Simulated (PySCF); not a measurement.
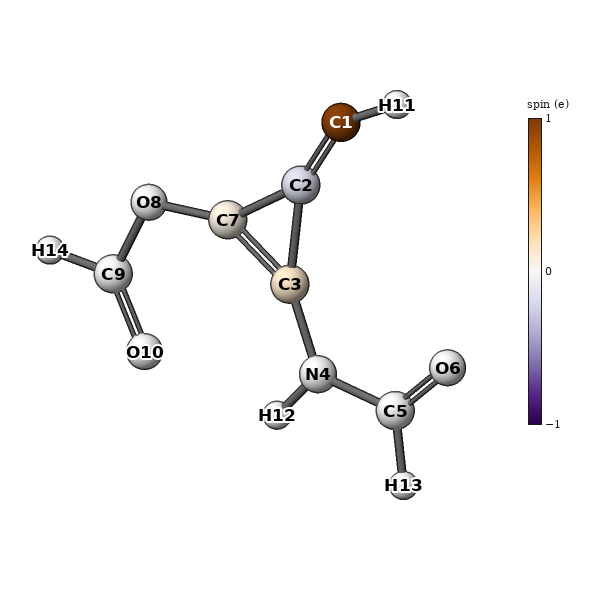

Atoms are coloured by their Mulliken spin populations. The species is neutral and a spin doublet. The geometry was computed by an optimisation with GFN2-xTB. No frequency run is at hand to confirm it as a minimum. Level of theory: UKS B3LYP, pcH-1 on C H N O, non-relativistic (PySCF 2.14.0).

Give the Mulliken spin populations atom by atom.

| atom | value (e) |
| --- | --- |
| C1 | 0.95 |
| C2 | −0.17 |
| C3 | 0.14 |
| N4 | 0.00 |
| C5 | 0.00 |
| O6 | 0.00 |
| C7 | 0.07 |
| O8 | 0.01 |
| C9 | 0.00 |
| O10 | 0.00 |
| H11 | −0.01 |
| H12 | 0.01 |
| H13 | 0.00 |
| H14 | 0.00 |

Mulliken values depend strongly on the basis set.
